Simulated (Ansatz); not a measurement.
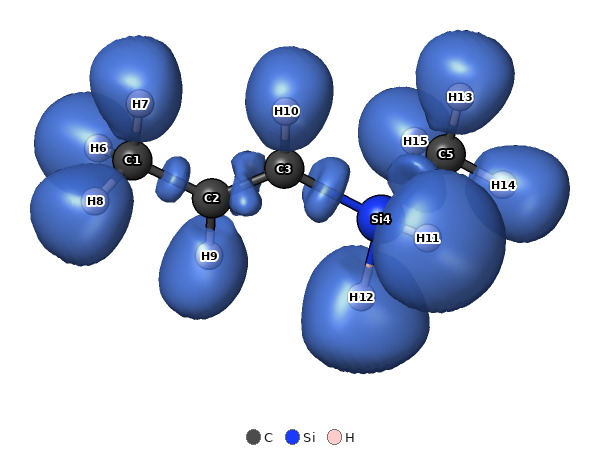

The picture shows: C₄H₁₀Si (SMILES CC=C[SiH2]C). Isosurface of the electron localisation function at 0.85 (blue), seen at a tilt. Only the valence region is drawn (cores and ρ < 0.01 e/Å³ removed).

Geometry: PBE0-D4/def2-TZVP.

The calculation used RKS PBE0-D4/def2-TZVPP (Ansatz).

| atom | x (Å) | y (Å) | z (Å) |
| --- | --- | --- | --- |
| C | -1.9551 | 1.1743 | 1.5924 |
| C | -1.3060 | 0.4134 | 0.4883 |
| C | -0.1224 | -0.1966 | 0.5531 |
| Si | 0.6300 | -1.1214 | -0.8691 |
| C | 2.2637 | -0.3765 | -1.4009 |
| H | -2.1412 | 2.2110 | 1.2935 |
| H | -1.3394 | 1.1787 | 2.4935 |
| H | -2.9306 | 0.7437 | 1.8407 |
| H | -1.8707 | 0.3651 | -0.4434 |
| H | 0.4239 | -0.1367 | 1.4962 |
| H | 0.8594 | -2.5458 | -0.4886 |
| H | -0.3432 | -1.0932 | -1.9981 |
| H | 2.9798 | -0.3836 | -0.5752 |
| H | 2.6993 | -0.9415 | -2.2284 |
| H | 2.1306 | 0.6583 | -1.7245 |

Identify the bonds, lone pairs and shells in this picture.

The surface consists of two regions between bonded C–C atoms (shared pairs), two regions between bonded C–Si atoms (shared pairs) and ten regions around hydrogen nuclei.

Values along the shortest contacts:
C–C (1.33 Å): the ELF peaks at about 0.95 between the atoms: a short, multiple covalent bond. C–Si (1.86 Å): the ELF peaks at about 0.95 between the atoms (localised, covalent bonding).
